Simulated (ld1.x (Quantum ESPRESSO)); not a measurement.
**Copper: generating and testing a TM potential**

Aim: build the potential from the settings below, then test how well it stands in for the atom: other configurations, scattering, ghost states and the plane-wave cutoff that it needs.

Method: ld1.x (Quantum ESPRESSO) 7.5, PBE, scalar-relativistic.

### Step 1. Starting point

Typed settings, in words:

* element: copper (Cu, Z = 29)
* type: norm-conserving Troullier–Martins (Kleinman–Bylander form)
* frozen core: [Ne]
* valence charge: 19
* reference configuration: 3s2 3p6 3d10 4s0.75 4p0.25
* partial waves: 3s (bound): rc 0.75 bohr; 3p (bound): rc 0.90 bohr; 3d (bound): rc 1.15 bohr
* occupied shells without a wave: 4p, 4s
* local potential: the d channel
* core correction: a·sin(br)/r model core, default radius (core density twice the valence density)

The nodes and maxima of the atom's own shells, from an earlier all-electron run, set the scale for the radii.

All-electron outer shells of the reference configuration (PBE, scalar-relativistic, ld1.x):

| shell | level (eV) | outermost node (bohr) | outermost maximum (bohr) |
| --- | --- | --- | --- |
| 2s | -1063.03 | 0.07 | 0.20 |
| 2p | -917.54 | – | 0.16 |
| 3s | -115.30 | 0.29 | 0.61 |
| 3p | -72.75 | 0.26 | 0.62 |
| 3d | -5.64 | – | 0.60 |
| 4s | -5.04 | 0.89 | 2.24 |
| 4p | -1.02 | 0.97 | 3.56 |

### Step 2. Generation

Cu.in reads:

```
 &input
   title='Cu', zed=29., rel=1, dft='PBE', iswitch=3,
   config='[Ar] 3d10 4s0.75 4p0.25',
   nld=3, rlderiv=1.25, eminld=-10.0, emaxld=5.0, deld=0.04
 /
 &inputp
   pseudotype=2, tm=.true., lloc=2,
   nlcc=.true.,
   file_pseudopw='Cu.UPF', file_wfcaegen='ae.wfc', file_wfcncgen='nc.wfc', file_beta='beta', file_chi='chi'
 /
3
3S  1  0   2.00   0.00  0.75  0.75  0.0
3P  2  1   6.00   0.00  0.90  0.90  0.0
3D  3  2  10.00   0.00  1.15  1.15  0.0
 &test
   configts(1)='3s2 3p6 3d10 4s0.75 4p0.25'
 /
```

Run with:

```sh
ld1.x < Cu.in > Cu.out
```

Output in Cu.out (without the banner and most projector matrices):

```text
     Program LD1 v.7.5
     --------------------------- All-electron run ----------------------------

     Cu
     scalar relativistic calculation

     atomic number is 29.00
     dft =PBE   lsd =0 sic =0 latt =0  beta=0.20 tr2=1.0E-14
     Exchange-correlation= PBE
                           (   1   4   3   4   0   0   0)
     mesh =1199 r(mesh) = 100.25372 a.u. xmin = -7.00 dx = 0.01250
     1 Ry =  13.60569312 eV, c = 137.03599908

     n l     nl                  e(Ry)          e(Ha)          e(eV)
     1 0     1S 1( 2.00)      -650.5930      -325.2965     -8851.7693
     2 0     2S 1( 2.00)       -78.1316       -39.0658     -1063.0344
     2 1     2P 1( 6.00)       -67.4379       -33.7190      -917.5399
     3 0     3S 1( 2.00)        -8.4746        -4.2373      -115.3033
     3 1     3P 1( 6.00)        -5.3469        -2.6734       -72.7481
     3 2     3D 1(10.00)        -0.4144        -0.2072        -5.6376
     4 0     4S 1( 0.75)        -0.3704        -0.1852        -5.0395
     4 1     4P 1( 0.25)        -0.0751        -0.0376        -1.0220

     final scf error:  3.6E-15 reached in  33 iterations

     Etot =   -3309.628883 Ry,   -1654.814441 Ha,  -45029.794933 eV

     Ekin =    3358.860207 Ry,    1679.430103 Ha,   45699.621218 eV
     Encl =   -7967.945356 Ry,   -3983.972678 Ha, -108409.419333 eV
     Eh   =    1434.495687 Ry,     717.247844 Ha,   19517.308108 eV
     Exc  =    -135.039421 Ry,     -67.519711 Ha,   -1837.304925 eV

     normalization and overlap integrals

     s(1S/1S) =  1.000000  <r> =   0.0521  <r2> =    0.0037  r(max) =   0.0341
     s(2S/2S) =  1.000000  <r> =   0.2352  <r2> =    0.0653  r(max) =   0.1960
     s(2P/2P) =  1.000000  <r> =   0.2064  <r2> =    0.0523  r(max) =   0.1585
     s(3S/3S) =  1.000000  <r> =   0.7120  <r2> =    0.5865  r(max) =   0.6112
     s(3P/3P) =  1.000000  <r> =   0.7496  <r2> =    0.6653  r(max) =   0.6189
     s(3D/3D) =  1.000000  <r> =   1.0423  <r2> =    1.5515  r(max) =   0.6036
     s(4S/4S) =  1.000000  <r> =   2.8995  <r2> =    9.9486  r(max) =   2.2428
     s(4P/4P) =  1.000000  <r> =   5.1346  <r2> =   32.9081  r(max) =   3.5616

     ------------------------ End of All-electron run ------------------------

     --------------------- Generating NC pseudopotential ---------------------

      Generating local pot.: lloc=2, matching radius rcloc =   1.1500

      Computing core charge for nlcc:

       r > 0.33 : true rho core
       r < 0.33 : rho core = a sin(br)/r    a=  75.31  b=   7.97

      Integrated core pseudo-charge :   5.27

      Wfc   3S  rcut= 0.747  Using Troullier-Martins method

      Wfc   3P  rcut= 0.889  Using Troullier-Martins method

     ------------------- End of pseudopotential generation -------------------

     [... the all-electron block is printed once more ...]


     Computing logarithmic derivative in   1.25417
     Computing logarithmic derivative in   1.25417
     Computing the partial wave expansion
     R is outside the sphere for l=    0 j= 0.00
     R is outside the sphere for l=    1 j= 0.00
       no projector for channel:   2

     ---------------------- Testing the pseudopotential ----------------------

     Cu
     scalar relativistic calculation

     atomic number is 29.00   valence charge is 19.00
     dft =PBE   lsd =0 sic =0 latt =0  beta=0.20 tr2=1.0E-14
     mesh =1199 r(mesh) = 100.25372 xmin = -7.00 dx = 0.01250

     n l     nl             e AE (Ry)        e PS (Ry)    De AE-PS (Ry)
     1 0     3S   1( 2.00)       -8.47464       -8.47491        0.00027
     2 1     3P   1( 6.00)       -5.34689       -5.34699        0.00011
     3 2     3D   1(10.00)       -0.41436       -0.41436        0.00001
     2 0     4S   1( 0.75)       -0.37040       -0.36526       -0.00514  !
     3 1     4P   1( 0.25)       -0.07512       -0.07301       -0.00211

     eps = 8.6E-15  iter = 24

     Etot =   -3309.628883 Ry,   -1654.814441 Ha,  -45029.794933 eV
     Etotps =  -408.942970 Ry,    -204.471485 Ha,   -5563.952553 eV

     Ekin =     225.267779 Ry,     112.633890 Ha,    3064.924277 eV
     Encl =    -980.135655 Ry,    -490.067827 Ha,  -13335.424935 eV
     Ehrt =     347.736927 Ry,     173.868464 Ha,    4731.201917 eV
     Ecxc =     -58.691385 Ry,     -29.345693 Ha,    -798.536976 eV
     (Ecc =     -18.388310 Ry,      -9.194155 Ha,    -250.185699 eV)
     Epseu=      56.879363 Ry,      28.439682 Ha,     773.883164 eV

     ---------------------- End of pseudopotential test ----------------------
```

It took 1.7 s on 1 thread, shared host. (Generation and the later configuration tests together.)

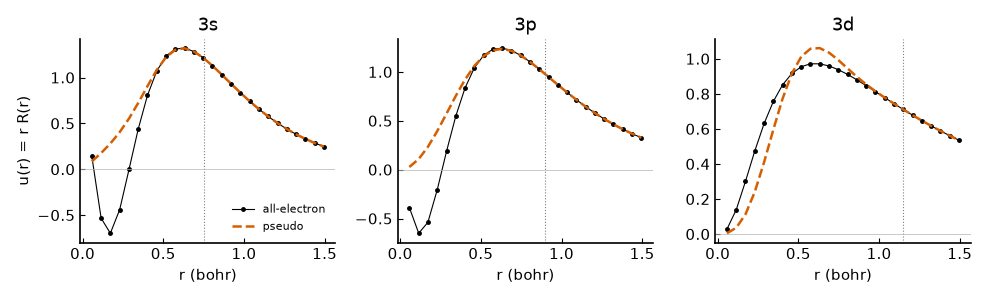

Bound waves of the atom and their pseudo partners (3s, 3p, 3d), with the matching radii dotted. The curves join 26 sampled radii, too few to resolve the innermost nodes.

### Step 3. Transferability test

Cu.test.in reads:

```
 &input
   title='Cu', zed=29., rel=1, dft='PBE', iswitch=2,
   config='[Ar] 3d10 4s0.75 4p0.25'
 /
 &test
   file_pseudo='Cu.UPF', nconf=8,
   configts(1)='3s2 3p6 3d10 4s0.75 4p0.25',
   configts(2)='3s2 3p6 3d10 4s1 4p0',
   configts(3)='3s2 3p6 3d10 4s0 4p0',
   configts(4)='3s2 3p6 3d9 4s0 4p0',
   configts(5)='3s2 3p5 3d10 4s1 4p0',
   configts(6)='3s2 3p6 3d10 4s0.5 4p0',
   configts(7)='3s1 3p6 3d10 4s1 4p0',
   configts(8)='3s2 3p6 3d8 4s0 4p0'
 /
```

Run with:

```sh
ld1.x < Cu.test.in > Cu.test.out
```

Cu.test.out, the pseudopotential blocks:

```text
     ---------------------- Testing the pseudopotential ----------------------

     Cu
     scalar relativistic calculation

     atomic number is 29.00   valence charge is 19.00
     dft =PBE   lsd =0 sic =0 latt =0  beta=0.20 tr2=1.0E-14
     mesh =1199 r(mesh) = 100.25372 xmin = -7.00 dx = 0.01250

     n l     nl             e AE (Ry)        e PS (Ry)    De AE-PS (Ry)
     1 0     3S   1( 2.00)       -8.47464       -8.47491        0.00027
     2 1     3P   1( 6.00)       -5.34689       -5.34699        0.00011
     3 2     3D   1(10.00)       -0.41436       -0.41436        0.00001
     2 0     4S   1( 0.75)       -0.37040       -0.36526       -0.00514  !
     3 1     4P   1( 0.25)       -0.07512       -0.07301       -0.00211

     eps = 1.9E-15  iter = 24

     Etot =   -3309.628883 Ry,   -1654.814441 Ha,  -45029.794933 eV
     Etotps =  -408.942971 Ry,    -204.471486 Ha,   -5563.952573 eV

     Ekin =     225.267778 Ry,     112.633889 Ha,    3064.924254 eV
     Encl =    -980.135654 Ry,    -490.067827 Ha,  -13335.424933 eV
     Ehrt =     347.736927 Ry,     173.868464 Ha,    4731.201920 eV
     Ecxc =     -58.691385 Ry,     -29.345693 Ha,    -798.536976 eV
     (Ecc =     -18.388310 Ry,      -9.194155 Ha,    -250.185699 eV)
     Epseu=      56.879363 Ry,      28.439682 Ha,     773.883162 eV

     ---------------------- End of pseudopotential test ----------------------

     ---------------------- Testing the pseudopotential ----------------------

     Cu
     [...]
     n l     nl             e AE (Ry)        e PS (Ry)    De AE-PS (Ry)
     1 0     3S   1( 2.00)       -8.43051       -8.43049       -0.00003
     2 1     3P   1( 6.00)       -5.30241       -5.30225       -0.00016
     3 2     3D   1(10.00)       -0.37027       -0.36985       -0.00042
     2 0     4S   1( 1.00)       -0.33878       -0.33325       -0.00553  !
     3 1     4P   1( 0.00)       -0.05121       -0.05322        0.00201

     eps = 8.2E-15  iter = 24

     Etot =   -3309.701531 Ry,   -1654.850765 Ha,  -45030.783357 eV
     Etotps =  -409.014536 Ry,    -204.507268 Ha,   -5564.926265 eV
     dEtot_ae =      -0.072648 Ry
     dEtot_ps =      -0.071565 Ry,   Delta E=      -0.001083 Ry

     [...]
     ---------------------- End of pseudopotential test ----------------------

     ---------------------- Testing the pseudopotential ----------------------

     Cu
     [...]
     n l     nl             e AE (Ry)        e PS (Ry)    De AE-PS (Ry)
     1 0     3S   1( 2.00)       -9.06400       -9.06820        0.00420
     2 1     3P   1( 6.00)       -5.93825       -5.94201        0.00376
     3 2     3D   1(10.00)       -1.00387       -1.00849        0.00462
     2 0     4S   1( 0.00)       -0.87409       -0.87837        0.00428
     3 1     4P   1( 0.00)       -0.48142       -0.49377        0.01235  !

     eps = 4.0E-15  iter = 18

     Etot =   -3309.102669 Ry,   -1654.551334 Ha,  -45022.635421 eV
     Etotps =  -408.416384 Ry,    -204.208192 Ha,   -5556.787988 eV
     dEtot_ae =       0.526214 Ry
     dEtot_ps =       0.526587 Ry,   Delta E=      -0.000373 Ry

     [...]
     ---------------------- End of pseudopotential test ----------------------

     ---------------------- Testing the pseudopotential ----------------------

     Cu
     [...]
     n l     nl             e AE (Ry)        e PS (Ry)    De AE-PS (Ry)
     1 0     3S   1( 2.00)      -10.31083      -10.32018        0.00935  !
     2 1     3P   1( 6.00)       -7.17487       -7.18380        0.00893  !
     3 2     3D   1( 9.00)       -2.17762       -2.18557        0.00795  !
     2 0     4S   1( 0.00)       -1.64243       -1.65169        0.00926  !
     3 1     4P   1( 0.00)       -1.12816       -1.14191        0.01376  !

     eps = 5.8E-16  iter = 17

     Etot =   -3307.534761 Ry,   -1653.767381 Ha,  -45001.302955 eV
     Etotps =  -406.842135 Ry,    -203.421067 Ha,   -5535.369232 eV
     dEtot_ae =       2.094122 Ry
     dEtot_ps =       2.100837 Ry,   Delta E=      -0.006715 Ry

     [...]
     ---------------------- End of pseudopotential test ----------------------

     ---------------------- Testing the pseudopotential ----------------------

     Cu
     [...]
     n l     nl             e AE (Ry)        e PS (Ry)    De AE-PS (Ry)
     1 0     3S   1( 2.00)       -9.58993       -9.59587        0.00594  !
     2 1     3P   1( 5.00)       -6.45223       -6.45568        0.00344
     3 2     3D   1(10.00)       -1.44585       -1.45190        0.00604  !
     2 0     4S   1( 1.00)       -1.00631       -1.00460       -0.00171
     3 1     4P   1( 0.00)       -0.56762       -0.56720       -0.00042

     eps = 1.6E-15  iter = 17

     Etot =   -3303.855838 Ry,   -1651.927919 Ha,  -44951.248655 eV
     Etotps =  -403.165319 Ry,    -201.582660 Ha,   -5485.343609 eV
     dEtot_ae =       5.773045 Ry
     dEtot_ps =       5.777652 Ry,   Delta E=      -0.004607 Ry

     [...]
     ---------------------- End of pseudopotential test ----------------------

     ---------------------- Testing the pseudopotential ----------------------

     Cu
     [...]
     n l     nl             e AE (Ry)        e PS (Ry)    De AE-PS (Ry)
     1 0     3S   1( 2.00)       -8.73050       -8.73270        0.00219
     2 1     3P   1( 6.00)       -5.60357       -5.60548        0.00191
     3 2     3D   1(10.00)       -0.67108       -0.67317        0.00209
     2 0     4S   1( 0.50)       -0.59517       -0.59436       -0.00080
     3 1     4P   1( 0.00)       -0.25132       -0.25646        0.00514  !

     eps = 1.3E-15  iter = 19

     Etot =   -3309.469123 Ry,   -1654.734561 Ha,  -45027.621283 eV
     Etotps =  -408.783723 Ry,    -204.391861 Ha,   -5561.785886 eV
     dEtot_ae =       0.159760 Ry
     dEtot_ps =       0.159249 Ry,   Delta E=       0.000512 Ry

     [...]
     ---------------------- End of pseudopotential test ----------------------

     ---------------------- Testing the pseudopotential ----------------------

     Cu
     [...]
     n l     nl             e AE (Ry)        e PS (Ry)    De AE-PS (Ry)
     1 0     3S   1( 1.00)       -9.60294       -9.61122        0.00828  !
     2 1     3P   1( 6.00)       -6.46440       -6.47028        0.00588  !
     3 2     3D   1(10.00)       -1.45712       -1.46324        0.00612  !
     2 0     4S   1( 1.00)       -1.00538       -1.00395       -0.00143
     3 1     4P   1( 0.00)       -0.56686       -0.56659       -0.00027

     eps = 2.6E-15  iter = 17

     Etot =   -3300.717584 Ry,   -1650.358792 Ha,  -44908.550533 eV
     Etotps =  -400.024745 Ry,    -200.012372 Ha,   -5442.613916 eV
     dEtot_ae =       8.911299 Ry
     dEtot_ps =       8.918227 Ry,   Delta E=      -0.006928 Ry

     [...]
     ---------------------- End of pseudopotential test ----------------------

     ---------------------- Testing the pseudopotential ----------------------

     Cu
     [...]
     n l     nl             e AE (Ry)        e PS (Ry)    De AE-PS (Ry)
     1 0     3S   1( 2.00)      -11.81043      -11.82816        0.01773  !
     2 1     3P   1( 6.00)       -8.65850       -8.67591        0.01741  !
     3 2     3D   1( 8.00)       -3.59499       -3.60617        0.01119  !
     2 0     4S   1( 0.00)       -2.53770       -2.55485        0.01715  !
     3 1     4P   1( 0.00)       -1.91536       -1.92685        0.01149  !

     eps = 3.2E-15  iter = 13

     Etot =   -3304.666857 Ry,   -1652.333428 Ha,  -44962.283127 eV
     Etotps =  -403.964334 Ry,    -201.982167 Ha,   -5496.214763 eV
     dEtot_ae =       4.962026 Ry
     dEtot_ps =       4.978637 Ry,   Delta E=      -0.016611 Ry

     [...]
     ---------------------- End of pseudopotential test ----------------------
```

The tests as a table, with energies relative to 3s2 3p6 3d10 4s0.75 4p0.25.

```csv
valence configuration,charge,ΔE all-electron (eV),error AE − PS (meV)
3s2 3p6 3d10 4s1 4p0,0,-0.988,-15
3s2 3p6 3d10 4s0 4p0,+1,7.160,-5.1
3s2 3p6 3d9 4s0 4p0,+2,28.492,-91
3s2 3p5 3d10 4s1 4p0,+1,78.546,-63
3s2 3p6 3d10 4s0.5 4p0,+0.5,2.174,+7.0
3s1 3p6 3d10 4s1 4p0,+1,121.244,-94
3s2 3p6 3d8 4s0 4p0,+3,67.512,-226
```

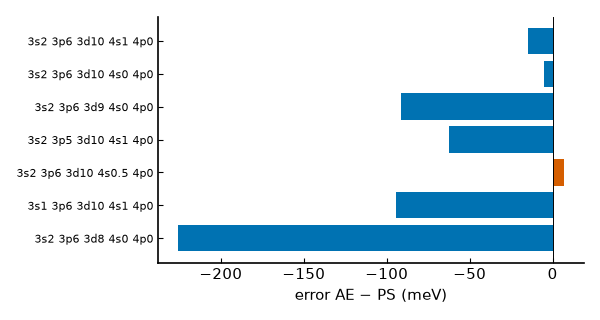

Error of the potential in each test configuration.

### Step 4. Logarithmic derivatives

Taken from the files of the generation run. The phase is arctan(r·u′/u) with u = r·R, unwrapped, with energies in Ry. A pole is an energy at which the radial function vanishes at the test radius. The pseudo phase is shifted by a multiple of π to meet the all-electron one at the reference energy. Levels narrower than the energy grid can be missing from the poles. The last column is the largest difference on the grid between −1 and +1 Ry.

| channel | radius (bohr) | reference (Ry) | poles AE | poles PS | window around the reference with phases within 0.05 rad (Ry) | largest difference near zero (rad) |
| --- | --- | --- | --- | --- | --- | --- |
| s | 1.25 | -8.47 | -7.29 | -7.28 | below 3.2 | 0.007 |
| p | 1.25 | -5.35 | -3.87 | -3.85 | below 4.4 | 0.015 |
| d | 1.25 | -0.41 | 1.58 | 1.68 | the whole range | 0.007 |

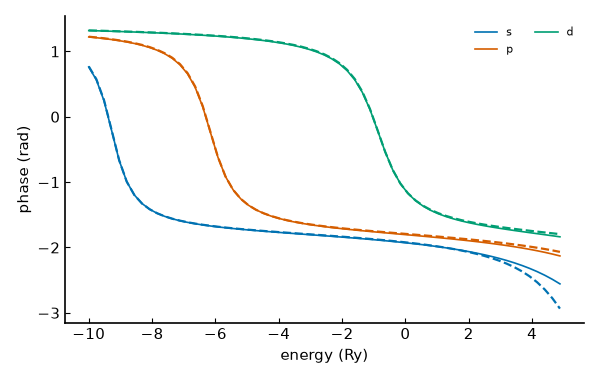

All-electron (solid) and pseudo (dashed) phases against energy.

### Step 5. Plane-wave convergence, by spherical Bessel functions

A separate test, outside the generator: the pseudo-atom's Hamiltonian at the reference potential is diagonalised in spherical Bessel functions j_l(qr) that vanish at 20 bohr, with q² up to the cutoff.

All-electron valence levels (Ry): 3s -8.4746, 4s -0.3704, 3p -5.3469, 4p -0.0751, 3d -0.4144. The lowest levels of each channel (Ry) by cutoff; the last column sums, over occupied levels, occupation times the distance from the level at 400 Ry. A positive value at high cutoff is not a bound level.

```tsv
cutoff (Ry)	s #1	s #2	p #1	p #2	d #1	f #1	Σ f·Δε (mRy)
8	-6.6342	-0.2526	-1.1333	-0.0177	0.0393	0.0900	33595.2
25	-7.9801	-0.3585	-3.9335	-0.0537	0.0391	0.0900	14011.7
50	-8.1276	-0.3609	-5.2072	-0.0704	0.0387	0.0900	6065.1
100	-8.4284	-0.3626	-5.3441	-0.0729	-0.2107	0.0900	2145.4
180	-8.4531	-0.3638	-5.3468	-0.0729	-0.4136	0.0900	50.7
260	-8.4724	-0.3651	-5.3469	-0.0729	-0.4141	0.0900	5.7
400	-8.4741	-0.3652	-5.3469	-0.0729	-0.4143	0.0900	0.0
```

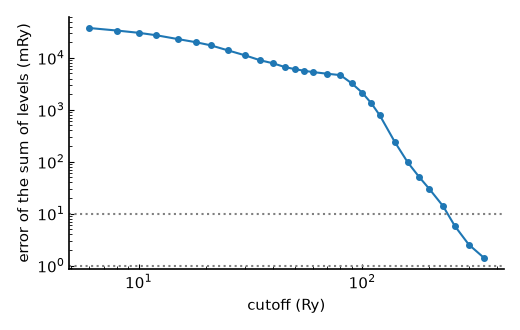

Occupation-weighted error of the valence levels against the cutoff; the dotted lines mark 10 and 1 mRy.

The sum stays within 10 mRy from 260 Ry and within 1 mRy only somewhere over 300 Ry. The sum leaves out empty levels, which can need more. Ghost test: no level below the all-electron spectrum of its channel (s, p, d, f tested).

### Step 6. Summary of results

```
                                                quantity                              value
               cutoffs for 10 and 1 mRy, occupied levels             260 Ry and over 300 Ry
                                            bound ghosts                         none found
                       largest miss of a reference level                        70 meV (4s)
                            largest test error (AE − PS)  -226 meV, for 3s2 3p6 3d8 4s0 4p0
largest phase difference near zero energy, channels read                          0.015 rad
```

Already in the reference configuration the 4s level is off by 70 meV; it has no partial wave or projector of its own. By total energies transferability is poor: the largest error is 226 meV on 67.5 eV, for 3s2 3p6 3d8 4s0 4p0. That test lies far up in energy; among those under 40 eV, nearer to bonding, the largest error is 91 meV. By its cutoff, 260 Ry for the looser tolerance, it is very hard. The tighter tolerance needs over 300 Ry, and converged work needs a cutoff nearer that. The slowest occupied level is 3s: taken alone it needs 300 Ry to come within 1 mRy, against 200 Ry for 4s. The Bessel-basis test finds no level below the valence levels. Near zero energy the phases of the channels with partial waves agree within 0.015 rad. All of this concerns the isolated atom, not yet a solid.
